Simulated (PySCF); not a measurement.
```json
{"atom": "C", "x (Å)": "2.6795", "y (Å)": "1.0254", "z (Å)": "0.6487"}
{"atom": "C", "x (Å)": "1.7952", "y (Å)": "0.2647", "z (Å)": "0.3254"}
{"atom": "Al", "x (Å)": "0.4481", "y (Å)": "-1.0236", "z (Å)": "-0.2326"}
{"atom": "Cl", "x (Å)": "1.0668", "y (Å)": "-2.7649", "z (Å)": "-1.0644"}
{"atom": "C", "x (Å)": "-1.4654", "y (Å)": "-0.6027", "z (Å)": "0.0274"}
{"atom": "C", "x (Å)": "-1.8051", "y (Å)": "0.5600", "z (Å)": "0.5815"}
{"atom": "H", "x (Å)": "3.4418", "y (Å)": "1.6963", "z (Å)": "0.9358"}
{"atom": "H", "x (Å)": "-2.2707", "y (Å)": "-1.2833", "z (Å)": "-0.2594"}
{"atom": "H", "x (Å)": "-1.0508", "y (Å)": "1.2723", "z (Å)": "0.8858"}
{"atom": "H", "x (Å)": "-2.8305", "y (Å)": "0.8605", "z (Å)": "0.7580"}
```

Geometry: GFN2-xTB.

All numbers below come from PySCF 2.14.0, PBE0/pcSseg-1, SCF density, gas phase, non-relativistic.

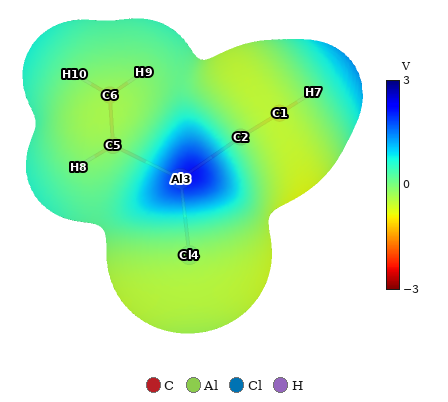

C₄H₄AlCl (SMILES C#[C][Al]([Cl])[CH]=C). The molecular electrostatic potential painted on the density surface at 0.001 e/bohr³, seen across its widest extent; the colour scale runs from red (negative) to blue (positive).

Where is the surface potential most negative and most positive?

Answer. The most negative region (about −0.7 V) lies over C1 and C2, the most positive (about +2.1 V) over Al3.
